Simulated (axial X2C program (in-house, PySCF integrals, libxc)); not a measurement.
# Linear SInS⁺ at several levels

Aim: the two bond lengths and stretching wavenumbers of linear SInS⁺, with and without spin–orbit coupling, at PBE0, HF, B3LYP, MP2.

The runs use an in-house X2C program for linear molecules on PySCF integrals; all-electron X2C, two-component (2c) or spin-free, S dyall-av3z, In dyall-v3z.

All values are calculated.

2 further runs of the same task are left out: 2 set aside as unsound or not needed.

### 1 Input

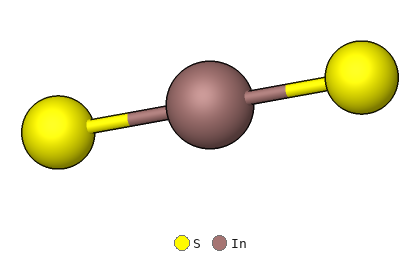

The atoms on one line, bonds 2.300 and 2.300 Å (sulfur yellow, indium brown).

task.json reads:

```json
{
 "zs": [
  16,
  49,
  16
 ],
 "q": 1,
 "bas": [
  "dyall-av3z",
  "dyall-v3z",
  "dyall-av3z"
 ],
 "r0": [
  2.3,
  2.3
 ],
 "symm": 1,
 "scan": [
  "PBE0",
  "HF",
  "B3LYP"
 ],
 "levels": [
  "PBE0",
  "HF",
  "TPSSh"
 ],
 "nst": 2
}
```

Keys: zs atomic numbers; q charge; bas basis sets; r0 starting distance in Å; symm equal bonds; scan levels of the two-bond scan (MP2 follows by itself at each HF point); levels methods; nst determinants followed.

The run is started by

```bash
$ python solin.py task.json out
```

Masses S 31.972, In 114.904, S 31.972 u.

### 2 Scan at PBE0, 2c

State: Ω = 3 (beyond evenly filled blocks: 2 × ω = 3/2). Energies above the lowest point, from the job's result record:

```csv
r(S–In) (Å),r(In–S) (Å),E (meV)
2.2669,2.2669,45.95
2.2669,2.3250,23.69
2.2669,2.3831,48.82
2.3250,2.2669,23.69
2.3250,2.3250,0.00
2.3250,2.3831,23.57
2.3250,2.4413,84.11
2.3831,2.2669,48.82
2.3831,2.3250,23.57
2.3831,2.3831,45.46
2.4413,2.3250,84.11
2.4413,2.4413,161.09
```

A quadratic surface with cubic terms in each bond gives the minimum at 2.323 and 2.323 Å, force constants 2.26, 2.26 and coupling -0.08 mdyn/Å.

### 3 Scan at HF, 2c

State: Ω = 3 (beyond evenly filled blocks: 2 × ω = 3/2). Energies above the lowest point, from the job's result record:

| r(S–In) (Å) | r(In–S) (Å) | E (meV) |
| --- | --- | --- |
| 2.2669 | 2.2669 | 68.85 |
| 2.2669 | 2.3250 | 34.81 |
| 2.2669 | 2.3831 | 53.58 |
| 2.3250 | 2.2669 | 34.81 |
| 2.3250 | 2.3250 | 0.00 |
| 2.3250 | 2.3831 | 17.88 |
| 2.3250 | 2.4413 | 77.28 |
| 2.3831 | 2.2669 | 53.58 |
| 2.3831 | 2.3250 | 17.88 |
| 2.3831 | 2.3831 | 34.77 |
| 2.4413 | 2.3250 | 77.28 |
| 2.4413 | 2.4413 | 150.33 |

A quadratic surface with cubic terms in each bond gives the minimum at 2.333 and 2.333 Å, force constants 2.43, 2.43 and coupling -0.05 mdyn/Å.

### 4 Scan at B3LYP, 2c

State: Ω = 3 (beyond evenly filled blocks: 2 × ω = 3/2). Energies above the lowest point, from the job's result record:

| r(S–In) (Å) | r(In–S) (Å) | E (meV) |
| --- | --- | --- |
| 2.2669 | 2.2669 | 86.04 |
| 2.2669 | 2.3250 | 43.80 |
| 2.2669 | 2.3831 | 49.35 |
| 2.3250 | 2.2669 | 43.80 |
| 2.3250 | 2.3250 | 0.00 |
| 2.3250 | 2.3831 | 3.83 |
| 2.3250 | 2.4413 | 44.93 |
| 2.3831 | 2.2669 | 49.35 |
| 2.3831 | 2.3250 | 3.83 |
| 2.3831 | 2.3831 | 5.83 |
| 2.4413 | 2.3250 | 44.93 |
| 2.4413 | 2.4413 | 82.10 |

A quadratic surface with cubic terms in each bond gives the minimum at 2.349 and 2.349 Å, force constants 2.05, 2.05 and coupling -0.09 mdyn/Å.

### 5 The levels side by side

| level | r(S–In) (Å) | r(In–S) (Å) | lower stretch (cm⁻¹) | upper stretch (cm⁻¹) |
| --- | --- | --- | --- | --- |
| PBE0, 2c | 2.323 | 2.323 | 340.0 | 439.4 |
| HF, 2c | 2.333 | 2.333 | 355.6 | 452.2 |
| B3LYP, 2c | 2.349 | 2.349 | 322.8 | 420.2 |
| MP2, 2c | 2.321 | 2.321 | 350.7 | 452.3 |
| PBE0, spin-free | 2.324 | 2.324 | 339.7 | 439.3 |
| HF, spin-free | 2.333 | 2.333 | 355.6 | 452.3 |
| B3LYP, spin-free | 2.351 | 2.351 | 322.4 | 419.9 |
| MP2, spin-free | 2.322 | 2.322 | 350.5 | 452.2 |

Scans not shown above were run alike.

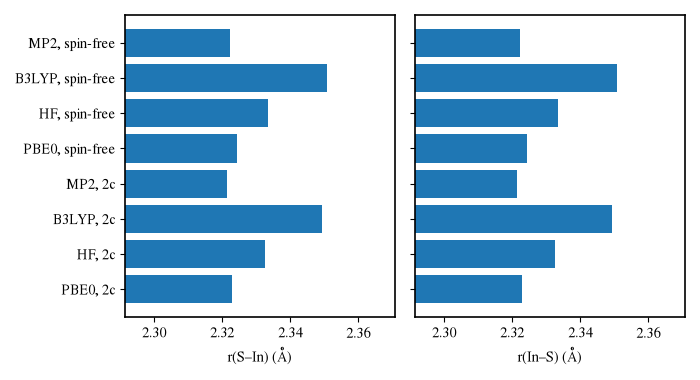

The two bond lengths by level.

What this shows: Over the levels the S–In bond spans 2.321 to 2.351 Å and the In–S bond 2.321 to 2.351 Å. At PBE0 going from spin-free to two-component moves the bonds by -0.001 and -0.001 Å. Each state is one determinant, the lowest of a limited PBE0 search; the stretches come from a fit to few points and are good to some per cent at best. The stretches are sorted by size, and where the two bonds are alike the symmetric and antisymmetric modes can swap order between levels. MP2 freezes inner shells (threshold -2 hartree). The molecule was held linear; bending was not examined, so a bent shape may lie lower. Open-shell Ω = 0 determinants with evenly filled partner blocks cannot be reached by this program, so the Ω shown need not be the lowest component. Note: functional without a current term on a determinant with orbital currents, of the molecule or an atom. Note: several unpaired electrons, one determinant need not be a pure state.
